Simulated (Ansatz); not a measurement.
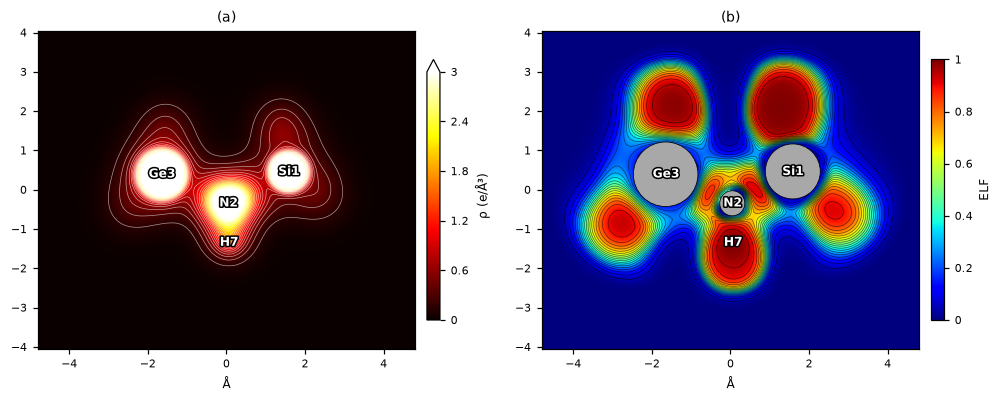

Figure. GeH7NSi. (a) total electron density; (b) electron localisation function on the plane of atoms Si1, N2 and Ge3. Grey discs cover the atomic cores in the ELF map.

These are results of Ansatz, RKS B3LYP-D4/def2-SVP, not measurements.

| atom | x (Å) | y (Å) | z (Å) |
| --- | --- | --- | --- |
| Si | -1.1657 | 0.5332 | -0.9562 |
| N | 0.4546 | 0.3217 | -0.3603 |
| Ge | 1.0345 | -0.6833 | 1.0797 |
| H | -1.9633 | -0.6475 | -0.5172 |
| H | -1.1612 | 0.6184 | -2.4484 |
| H | -1.8544 | 1.7655 | -0.4529 |
| H | 1.1626 | 0.9474 | -0.7389 |
| H | 0.0173 | -1.8239 | 1.2641 |
| H | 1.1199 | 0.1515 | 2.3813 |
| H | 2.4389 | -1.2342 | 0.7515 |

Interpret the plot.

Answer. The section cuts through Si, N, Ge and H sites. Si–N (1.74 Å): ρ at the midpoint is about 1 e/Å³; the ELF peaks at about 0.90 between the atoms, as expected for a shared but strongly polarised pair. Ge–N (1.85 Å): the density is about 0.91 e/Å³ at the midpoint; the ELF peaks at about 0.85 in the valence shell of N, 0.6 Å from its nucleus, and is about 0.45 at the midpoint. N–H (1.02 Å): ρ at the midpoint is about 2.7 e/Å³; the ELF climbs to about 1 towards the hydrogen, as it does in any bond to H: an ordinary covalent bond to hydrogen.
